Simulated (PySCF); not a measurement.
# C2H4NO: saddle-point search (part 4 of 5)

Continued. System: C2H4NO, multiplicity 2. Method: XLYP/STO-6G, UKS, dispersion D3(BJ), sfX2C (PySCF 2.14.0). 

Geometry of the input (Å):
```
N  0.4130  1.5893  -1.2784
C  -0.2492  0.8603  -0.5687
C  0.3019  -0.1375  0.4701
O  -0.4266  -1.3234  0.5178
H  -1.3463  0.8280  -0.5815
H  1.3644  -0.3043  0.2609
H  -0.1978  1.0490  0.7301
H  -0.2497  -1.8507  -0.2699
```

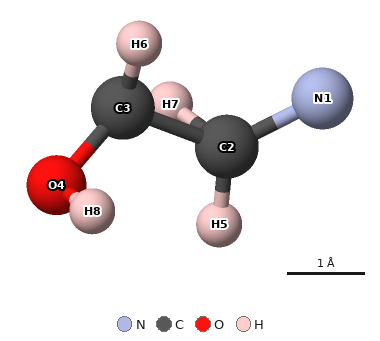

**Figure 1.** The geometry at step 9 of the log (ball-and-stick view, seen at a tilt; atoms are numbered from 1 in the order of the input).

### What the program printed, continued
```
Geometry optimization cycle 30
Cartesian coordinates (Angstrom)
 Atom        New coordinates             dX        dY        dZ
   N   0.393984   1.910904  -1.235301    0.002439 -0.002143  0.000203
   C  -0.218149   0.845711  -0.534889    0.000342 -0.000260  0.001462
   C   0.486927  -0.333335   0.187401   -0.001304 -0.000685  0.002203
   O  -0.126616  -1.565118   0.526783   -0.002014 -0.001182 -0.000732
   H  -1.282454   0.601458  -0.779447    0.000319  0.000305  0.001145
   H   1.514522  -0.219315   0.577823   -0.000964 -0.001936  0.001499
   H  -0.223895   0.958794   0.731794   -0.000088  0.000467  0.001299
   H  -0.957450  -1.589912  -0.103990   -0.001476  0.000797 -0.001477
converged SCF energy = -207.847736542977  <S^2> = 0.97826896  2S+1 = 2.2165459
--------------- sfX2C1eUKS_Scanner gradients ---------------
         x                y                z
0 N    -0.0000264344    -0.0000182422    -0.0000185924
1 C    -0.0000409442     0.0001141209     0.0000444697
2 C     0.0001117177    -0.0000731177    -0.0001915077
3 O    -0.0000269203    -0.0000707147     0.0001333692
4 H     0.0000081030     0.0000055199     0.0000014095
5 H     0.0000037512     0.0000394422     0.0000438455
6 H    -0.0000335190     0.0000261202    -0.0000121551
7 H     0.0000115102     0.0000323296    -0.0000268351
----------------------------------------------
cycle 30: E = -207.847736543  dE = -6.87857e-07  norm(grad) = 0.000321732
Step   29 : Displace = 1.241e-03/1.896e-03 (rms/max) Trust = 1.974e-03 (+) Grad = 1.099e-04/2.262e-04 (rms/max) E (change) = -207.8477365430 (-6.879e-07) Quality = 0.961
Hessian Eigenvalues:  -4.334e-01 -4.673e-03  1.115e-04  1.402e-03  2.117e-03  3.168e-03  3.943e-03
 9.317e-03  1.679e-02  2.275e-02  4.411e-02  7.891e-02    .....    5.081e-01  6.705e-01  8.483e-01

Geometry optimization cycle 31
Cartesian coordinates (Angstrom)
 Atom        New coordinates             dX        dY        dZ
   N   0.397291   1.908389  -1.234521    0.003307 -0.002515  0.000779
   C  -0.217162   0.844648  -0.533522    0.000987 -0.001064  0.001367
   C   0.485081  -0.334606   0.190450   -0.001846 -0.001270  0.003049
   O  -0.129162  -1.566827   0.526185   -0.002545 -0.001709 -0.000598
   H  -1.281822   0.602304  -0.778526    0.000632  0.000846  0.000921
   H   1.513258  -0.222798   0.579923   -0.001264 -0.003483  0.002100
   H  -0.224063   0.959489   0.732895   -0.000168  0.000694  0.001101
   H  -0.960377  -1.589666  -0.104061   -0.002926  0.000246 -0.000071
converged SCF energy = -207.847737146824  <S^2> = 0.97943974  2S+1 = 2.2176021
--------------- sfX2C1eUKS_Scanner gradients ---------------
         x                y                z
0 N    -0.0000550501     0.0000078702    -0.0000225897
1 C     0.0000101874     0.0000367787     0.0000700801
2 C     0.0000576318    -0.0001509537    -0.0000712441
3 O    -0.0000199093     0.0000680459    -0.0000075343
4 H    -0.0000062422     0.0000215924    -0.0000116373
5 H     0.0000164886     0.0000346842     0.0000381110
6 H    -0.0000104072     0.0000677668    -0.0000417512
7 H     0.0000164520    -0.0000306972     0.0000210857
----------------------------------------------
cycle 31: E = -207.847737147  dE = -6.03847e-07  norm(grad) = 0.000240639
Step   30 : Displace = 1.200e-03/1.852e-03 (rms/max) Trust = 2.792e-03 (+) Grad = 8.335e-05/1.794e-04 (rms/max) E (change) = -207.8477371468 (-6.038e-07) Quality = 0.785
Hessian Eigenvalues:  -4.329e-01 -4.706e-03  1.126e-04  1.567e-03  2.601e-03  3.304e-03  3.995e-03
 9.179e-03  1.656e-02  2.222e-02  4.456e-02  7.892e-02    .....    5.081e-01  6.706e-01  8.483e-01

Geometry optimization cycle 32
Cartesian coordinates (Angstrom)
 Atom        New coordinates             dX        dY        dZ
   N   0.399481   1.906638  -1.234680    0.002189 -0.001751 -0.000158
   C  -0.216981   0.844321  -0.532845    0.000181 -0.000327  0.000677
   C   0.484203  -0.334763   0.191857   -0.000878 -0.000157  0.001408
   O  -0.130135  -1.567512   0.525912   -0.000973 -0.000685 -0.000273
   H  -1.281686   0.602637  -0.778174    0.000136  0.000333  0.000352
   H   1.512823  -0.224327   0.580391   -0.000435 -0.001529  0.000468
   H  -0.224551   0.960230   0.733361   -0.000488  0.000741  0.000466
   H  -0.961749  -1.588618  -0.103926   -0.001372  0.001048  0.000135
converged SCF energy = -207.847737286253  <S^2> = 0.98102608  2S+1 = 2.2190323
--------------- sfX2C1eUKS_Scanner gradients ---------------
         x                y                z
0 N    -0.0000141914    -0.0000113243    -0.0000355144
1 C    -0.0000435751     0.0000069641     0.0000510657
2 C     0.0000333739     0.0000307712    -0.0000983327
3 O     0.0000213196     0.0000008714     0.0000532531
4 H     0.0000059839     0.0000069008    -0.0000126246
5 H    -0.0000091588    -0.0000188524     0.0000236033
6 H     0.0000006599     0.0000221864     0.0000066879
7 H     0.0000161517     0.0000171432    -0.0000140360
----------------------------------------------
cycle 32: E = -207.847737286  dE = -1.39429e-07  norm(grad) = 0.000153933
```

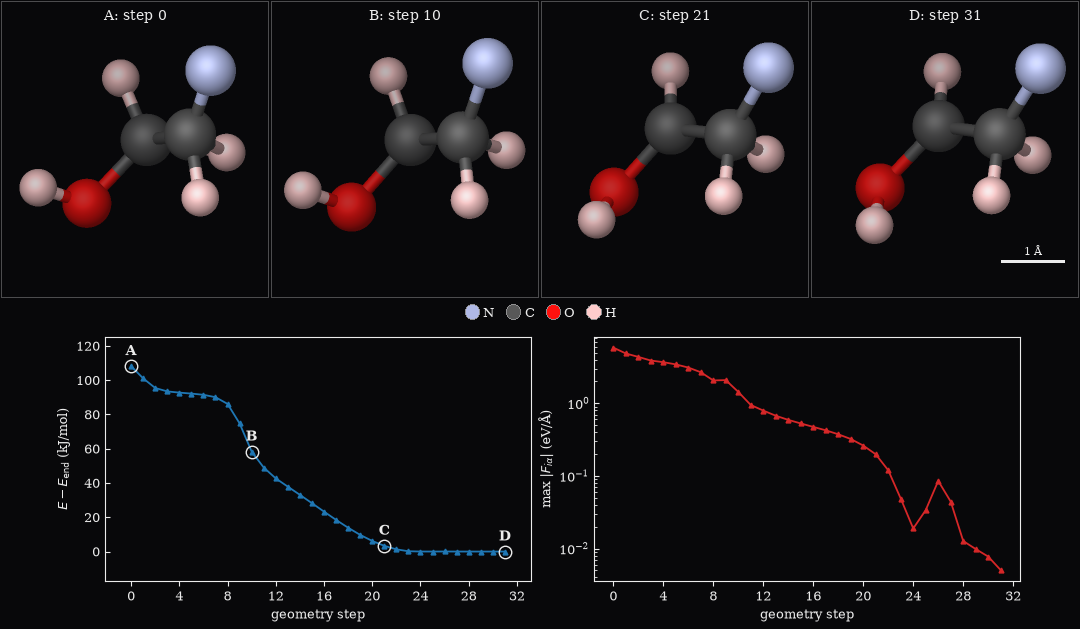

**Figure 2.** Frames of the saddle-point search (ball-and-stick view, seen at a tilt) above the curves, on which the letters mark them (steps are counted from 0).

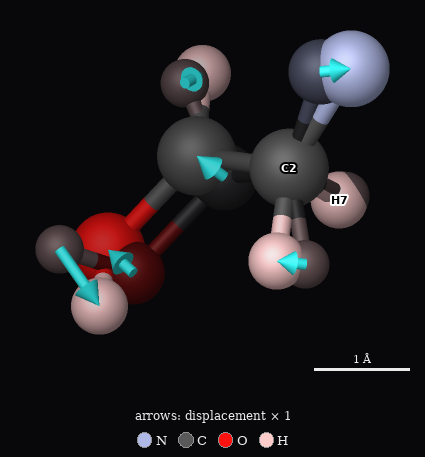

**Figure 3.** Start (faint) and end (solid) with the displacements as teal arrows, at true length (ball-and-stick view, seen at a tilt). The two geometries are laid on each other by the best rigid fit. H8 moves most after the best rigid fit: 0.75 Å. By element the largest moves are H 0.75 Å, O 0.41 Å, C 0.39 Å, N 0.33 Å. Distances before and after: C3–H7 1.313 → 1.572 Å, N1–C2 1.214 → 1.415 Å, O4–H8 0.964 → 1.043 Å, C2–H7 1.313 → 1.272 Å. Among the angles that change: C3–C2–H7 54.0° → 66.8°, C2–C3–O4 112.8° → 125.1°, C2–C3–H6 108.4° → 120.6°. The energy falls by 108.2 kJ/mol in 31 geometry steps. Largest force component: 5.8 eV/Å at the start, 0.0051 eV/Å at the end. (Atoms are counted from 1 in the order of the input.)

```
Step   31 : Displace = 9.006e-04/1.253e-03 (rms/max) Trust = 3.949e-03 (+) Grad = 4.763e-05/9.668e-05 (rms/max) E (change) = -207.8477372863 (-1.394e-07) Quality = 0.510
Hessian Eigenvalues:  -4.329e-01 -4.706e-03  1.126e-04  1.567e-03  2.601e-03  3.304e-03  3.995e-03
 9.179e-03  1.656e-02  2.222e-02  4.456e-02  7.892e-02    .....    5.081e-01  6.706e-01  8.483e-01
Converged! =D

converged: True
N           0.39948055        1.90663750       -1.23467962
C          -0.21698144        0.84432088       -0.53284481
C           0.48420348       -0.33476283        0.19185742
O          -0.13013491       -1.56751224        0.52591195
H          -1.28168571        0.60263700       -0.77817373
H           1.51282269       -0.22432655        0.58039144
H          -0.22455135        0.96023022        0.73336126
H          -0.96174880       -1.58861814       -0.10392642

WARN: HOMO -0.16983919749414 >= LUMO -0.16983919749414

converged SCF energy = -207.847737284958  <S^2> = 0.98103647  2S+1 = 2.2190417
E(XLYP) = -207.847737285
```

### Trajectory as extended XYZ (Å, eV, eV/Å), 32 frames, from step=0 to step=31
```
8
Properties=species:S:1:pos:R:3:forces:R:3 step=0 energy=-5654.70356
N     0.4130    1.5893   -1.2784    5.2355   5.8378  -5.6770
C    -0.2492    0.8603   -0.5687   -5.3307  -4.0240  -0.5285
C     0.3019   -0.1375    0.4701    0.0591   1.0965  -0.3995
O    -0.4266   -1.3234    0.5178   -2.8020   0.4000   5.1819
H    -1.3463    0.8280   -0.5815   -1.0290  -0.2094  -0.1172
H     1.3644   -0.3043    0.2609    1.0464   0.8160   0.7577
H    -0.1978    1.0490    0.7301    1.6482  -2.4873   4.3142
H    -0.2497   -1.8507   -0.2699    1.1731  -1.4299  -3.5312
8
Properties=species:S:1:pos:R:3:forces:R:3 step=1 energy=-5654.77730
N     0.4167    1.6022   -1.2845    4.2955   4.8506  -4.7032
C    -0.2495    0.8599   -0.5620   -4.4974  -3.2052  -1.1876
C     0.3041   -0.1433    0.4756    0.1113   0.9873  -0.5718
O    -0.4268   -1.3299    0.5229   -2.6130   0.2255   4.8429
H    -1.3488    0.8238   -0.5775   -0.9133  -0.1970  -0.1632
H     1.3680   -0.3078    0.2641    0.9855   0.8034   0.7692
H    -0.2005    1.0594    0.7177    1.5843  -2.2745   4.2361
H    -0.2536   -1.8556   -0.2750    1.0481  -1.1900  -3.2222
8
Properties=species:S:1:pos:R:3:forces:R:3 step=2 energy=-5654.83555
N     0.4215    1.6202   -1.2922    3.2128   3.6887  -3.5580
C    -0.2497    0.8595   -0.5525   -3.5553  -2.2837  -1.8767
C     0.3072   -0.1518    0.4835    0.1821   0.7893  -0.8059
O    -0.4273   -1.3397    0.5308   -2.3315   0.0081   4.3490
H    -1.3522    0.8182   -0.5724   -0.7524  -0.1857  -0.2241
H     1.3736   -0.3127    0.2688    0.8921   0.7795   0.7836
H    -0.2041    1.0744    0.7001    1.4785  -1.9288   4.1145
H    -0.2595   -1.8624   -0.2822    0.8751  -0.8673  -2.7823
8
Properties=species:S:1:pos:R:3:forces:R:3 step=3 energy=-5654.85629
N     0.4269    1.6458   -1.3024    2.0657   2.4175  -2.3091
C    -0.2500    0.8591   -0.5390   -2.5729  -1.3690  -2.4078
C     0.3119   -0.1649    0.4937    0.2603   0.4582  -1.1285
O    -0.4283   -1.3552    0.5430   -1.9095  -0.2289   3.6417
H    -1.3568    0.8111   -0.5668   -0.5352  -0.1813  -0.3025
H     1.3823   -0.3204    0.2755    0.7527   0.7323   0.8020
H    -0.2092    1.0985    0.6760    1.3002  -1.3675   3.8772
H    -0.2678   -1.8721   -0.2927    0.6403  -0.4611  -2.1732
8
Properties=species:S:1:pos:R:3:forces:R:3 step=4 energy=-5654.86353
N     0.4302    1.6599   -1.3087    1.5582   1.8372  -1.7419
C    -0.2505    0.8591   -0.5325   -2.1293  -0.9880  -2.5129
C     0.3142   -0.1721    0.4978    0.2834   0.2874  -1.3106
O    -0.4288   -1.3642    0.5496   -1.6901  -0.3261   3.2732
H    -1.3594    0.8082   -0.5646   -0.4266  -0.1780  -0.3432
H     1.3869   -0.3249    0.2784    0.6822   0.7039   0.8137
H    -0.2124    1.1126    0.6660    1.1977  -1.0647   3.6804
H    -0.2714   -1.8781   -0.2978    0.5264  -0.2712  -1.8591
8
Properties=species:S:1:pos:R:3:forces:R:3 step=5 energy=-5654.86945
N     0.4336    1.6728   -1.3146    1.1701   1.3836  -1.3034
C    -0.2512    0.8593   -0.5269   -1.7813  -0.7103  -2.4503
C     0.3159   -0.1789    0.5005    0.2922   0.1315  -1.4850
O    -0.4291   -1.3730    0.5557   -1.4946  -0.3928   2.9489
H    -1.3618    0.8064   -0.5631   -0.3351  -0.1760  -0.3811
H     1.3908   -0.3294    0.2805    0.6219   0.6752   0.8253
H    -0.2159    1.1269    0.6588    1.0976  -0.7910   3.4311
H    -0.2738   -1.8844   -0.3018    0.4310  -0.1197  -1.5861
8
Properties=species:S:1:pos:R:3:forces:R:3 step=6 energy=-5654.87680
N     0.4374    1.6853   -1.3203    0.8785   1.0316  -0.9736
C    -0.2523    0.8595   -0.5217   -1.5142  -0.5126  -2.1854
C     0.3174   -0.1859    0.5018    0.2957  -0.0436  -1.6667
O    -0.4292   -1.3823    0.5619   -1.3047  -0.4338   2.6379
H    -1.3642    0.8055   -0.5621   -0.2510  -0.1776  -0.4207
H     1.3946   -0.3342    0.2819    0.5662   0.6418   0.8357
H    -0.2198    1.1422    0.6534    0.9849  -0.5101   3.1029
H    -0.2755   -1.8912   -0.3051    0.3464   0.0047  -1.3307
8
Properties=species:S:1:pos:R:3:forces:R:3 step=7 energy=-5654.89132
N     0.4418    1.6970   -1.3256    0.6834   0.7804  -0.7569
C    -0.2539    0.8602   -0.5169   -1.3304  -0.3755  -1.6918
C     0.3185   -0.1930    0.5017    0.3021  -0.2560  -1.8491
O    -0.4291   -1.3923    0.5681   -1.1245  -0.4450   2.3399
H    -1.3668    0.8058   -0.5618   -0.1754  -0.1855  -0.4636
H     1.3979   -0.3393    0.2822    0.5160   0.6026   0.8408
H    -0.2242    1.1586    0.6501    0.8546  -0.2176   2.6764
H    -0.2759   -1.8986   -0.3074    0.2760   0.0967  -1.0964
8
Properties=species:S:1:pos:R:3:forces:R:3 step=8 energy=-5654.93184
N     0.4495    1.7119   -1.3318    0.5227   0.5428  -0.5898
C    -0.2576    0.8620   -0.5110   -1.1668  -0.2209  -0.7299
C     0.3195   -0.2035    0.4988    0.3150  -0.5881  -2.0625
O    -0.4285   -1.4077    0.5772   -0.8830  -0.4063   1.9272
H    -1.3713    0.8082   -0.5631   -0.0846  -0.2082  -0.5216
H     1.4023   -0.3468    0.2810    0.4473   0.5381   0.8310
H    -0.2309    1.1833    0.6488    0.6552   0.1709   1.9456
H    -0.2749   -1.9096   -0.3092    0.1962   0.1715  -0.8008
8
Properties=species:S:1:pos:R:3:forces:R:3 step=9 energy=-5655.04973
N     0.4634    1.7285   -1.3369    0.3172   0.2576  -0.3995
C    -0.2673    0.8666   -0.5058   -0.8846   0.0410   0.4848
C     0.3187   -0.2185    0.4842    0.2843  -0.8518  -2.0838
O    -0.4274   -1.4314    0.5934   -0.5328  -0.2417   1.3067
H    -1.3809    0.8148   -0.5737    0.0076  -0.2188  -0.5255
H     1.4084   -0.3540    0.2768    0.3120   0.4477   0.7706
H    -0.2355    1.2156    0.6602    0.4196   0.3821   0.8828
H    -0.2710   -1.9243   -0.3076    0.0783   0.1820  -0.4362
8
Properties=species:S:1:pos:R:3:forces:R:3 step=10 energy=-5655.22054
N     0.4770    1.7395   -1.3365   -0.0054  -0.0029  -0.1169
C    -0.2836    0.8770   -0.5054   -0.2820   0.3062   0.6470
C     0.3166   -0.2298    0.4369    0.1374  -0.6159  -1.4344
O    -0.4278   -1.4451    0.6112   -0.1765  -0.0149   0.7314
H    -1.3925    0.8147   -0.6053    0.0098  -0.1132  -0.3219
H     1.4192   -0.3428    0.2817    0.1239   0.3624   0.6038
H    -0.2194    1.2226    0.7014    0.2590  -0.0155   0.1036
H    -0.2779   -1.9387   -0.2969   -0.0655   0.0899  -0.2113
8
Properties=species:S:1:pos:R:3:forces:R:3 step=11 energy=-5655.31668
N     0.4667    1.7632   -1.3373   -0.0963  -0.1112   0.0230
C    -0.2813    0.8796   -0.5049   -0.1068   0.4069   0.3501
C     0.3261   -0.2405    0.3983    0.0841  -0.4446  -0.9469
O    -0.4240   -1.4439    0.6215    0.0423   0.0124   0.4961
H    -1.3867    0.7985   -0.6268    0.0089  -0.0661  -0.1985
H     1.4373   -0.3216    0.3096    0.0484   0.2480   0.4805
H    -0.2044    1.2060    0.7150    0.1676  -0.1380  -0.0560
H    -0.3183   -1.9460   -0.2905   -0.1473   0.0897  -0.1467
8
Properties=species:S:1:pos:R:3:forces:R:3 step=12 energy=-5655.38255
N     0.4560    1.7820   -1.3341   -0.0789  -0.1034   0.0154
C    -0.2789    0.8803   -0.5025    0.0011   0.2912   0.3713
C     0.3425   -0.2520    0.3757    0.0244  -0.3633  -0.7938
O    -0.4078   -1.4440    0.6325    0.1911  -0.0501   0.3561
H    -1.3800    0.7758   -0.6445    0.0123  -0.0475  -0.1324
H     1.4566   -0.3037    0.3381    0.0186   0.1757   0.4114
H    -0.1982    1.1913    0.7127    0.0469  -0.0244  -0.1263
H    -0.3731   -1.9388   -0.2906   -0.2144   0.1210  -0.1004
8
Properties=species:S:1:pos:R:3:forces:R:3 step=13 energy=-5655.43250
N     0.4449    1.7938   -1.3312   -0.0424  -0.0622  -0.0095
C    -0.2744    0.8786   -0.5028    0.0105   0.1787   0.2465
C     0.3573   -0.2577    0.3603    0.0010  -0.2865  -0.6742
O    -0.3878   -1.4441    0.6407    0.2778  -0.0973   0.2815
H    -1.3719    0.7546   -0.6583    0.0112  -0.0332  -0.0859
H     1.4715   -0.2882    0.3619   -0.0053   0.1525   0.3860
H    -0.1964    1.1752    0.7106    0.0148   0.0040  -0.0666
H    -0.4247   -1.9204   -0.2925   -0.2661   0.1446  -0.0772
8
Properties=species:S:1:pos:R:3:forces:R:3 step=14 energy=-5655.48190
N     0.4342    1.8048   -1.3279   -0.0112  -0.0289  -0.0330
C    -0.2692    0.8753   -0.5044    0.0047   0.0956   0.1595
C     0.3726   -0.2624    0.3471   -0.0151  -0.2319  -0.5910
O    -0.3628   -1.4469    0.6467    0.3391  -0.1351   0.2072
H    -1.3631    0.7329   -0.6716    0.0080  -0.0249  -0.0552
H     1.4854   -0.2730    0.3841   -0.0267   0.1396   0.3738
H    -0.1977    1.1599    0.7089    0.0027   0.0162  -0.0192
H    -0.4789   -1.8965   -0.2934   -0.3004   0.1712  -0.0426
8
Properties=species:S:1:pos:R:3:forces:R:3 step=15 energy=-5655.53241
N     0.4249    1.8147   -1.3244    0.0027  -0.0106  -0.0443
C    -0.2645    0.8714   -0.5069    0.0075   0.0491   0.1086
C     0.3877   -0.2666    0.3340   -0.0294  -0.1921  -0.5280
O    -0.3346   -1.4520    0.6492    0.3699  -0.1675   0.1368
H    -1.3546    0.7116   -0.6845    0.0050  -0.0181  -0.0349
H     1.4975   -0.2586    0.4047   -0.0401   0.1317   0.3641
H    -0.2012    1.1450    0.7085   -0.0009   0.0193  -0.0016
H    -0.5344   -1.8685   -0.2922   -0.3145   0.1909  -0.0015
8
Properties=species:S:1:pos:R:3:forces:R:3 step=16 energy=-5655.58337
N     0.4164    1.8251   -1.3205    0.0050  -0.0079  -0.0428
C    -0.2599    0.8674   -0.5102    0.0107   0.0332   0.0672
C     0.4021   -0.2705    0.3203   -0.0309  -0.1595  -0.4731
O    -0.3047   -1.4589    0.6485    0.3705  -0.1919   0.0762
H    -1.3462    0.6914   -0.6972    0.0026  -0.0120  -0.0204
H     1.5076   -0.2451    0.4243   -0.0483   0.1264   0.3514
H    -0.2054    1.1295    0.7089    0.0007   0.0156   0.0041
H    -0.5897   -1.8379   -0.2864   -0.3102   0.1987   0.0365
8
Properties=species:S:1:pos:R:3:forces:R:3 step=17 energy=-5655.63351
N     0.4084    1.8363   -1.3156    0.0012  -0.0117  -0.0358
C    -0.2557    0.8638   -0.5141    0.0176   0.0288   0.0385
C     0.4160   -0.2747    0.3050   -0.0246  -0.1356  -0.4245
O    -0.2731   -1.4679    0.6442    0.3465  -0.2023   0.0249
H    -1.3382    0.6728   -0.7100    0.0004  -0.0074  -0.0097
H     1.5158   -0.2328    0.4428   -0.0534   0.1215   0.3322
H    -0.2099    1.1126    0.7098    0.0018   0.0143   0.0053
H    -0.6436   -1.8063   -0.2756   -0.2904   0.1948   0.0681
8
Properties=species:S:1:pos:R:3:forces:R:3 step=18 energy=-5655.68088
N     0.4007    1.8488   -1.3094   -0.0026  -0.0176  -0.0271
C    -0.2517    0.8610   -0.5186    0.0193   0.0300   0.0169
C     0.4289   -0.2793    0.2880   -0.0086  -0.1213  -0.3745
O    -0.2420   -1.4785    0.6363    0.3069  -0.1964  -0.0160
H    -1.3304    0.6564   -0.7231   -0.0015  -0.0039  -0.0019
H     1.5219   -0.2222    0.4606   -0.0570   0.1152   0.3054
H    -0.2144    1.0945    0.7107    0.0019   0.0148   0.0067
H    -0.6962   -1.7740   -0.2595   -0.2596   0.1806   0.0905
```
